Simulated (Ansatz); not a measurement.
| atom | x (Å) | y (Å) | z (Å) |
| --- | --- | --- | --- |
| Ge | -1.1075 | 0.0631 | -0.7147 |
| Br | 0.0607 | -1.9804 | -0.6934 |
| H | -0.1477 | 1.1340 | -1.2658 |
| H | -1.5776 | 0.3379 | 0.7248 |
| H | -2.2989 | -0.1751 | -1.6724 |
| H | 1.4504 | -0.5383 | 1.0742 |
| O | 1.3816 | 0.3829 | 1.3967 |
| H | 2.2390 | 0.7759 | 1.1507 |

Theory: RKS PBE-D4/def2-mTZVP in Ansatz 0.2.0.

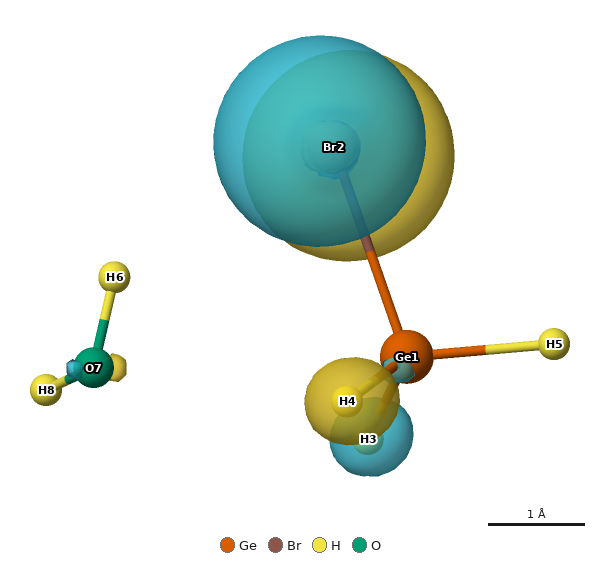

BrGeH$_{3}$···H$_{2}$O. The HOMO−1 at ±0.15 Å⁻³ᐟ² (yellow and cyan are the two phases), seen across its widest extent.

Q: Describe this orbital and give its energy.

A: Its weight (Hirshfeld) is mainly on Br2 (about 85 %) and Ge1 (about 10 %); largely a lone pair of Br2. Its energy is −7.02 eV.
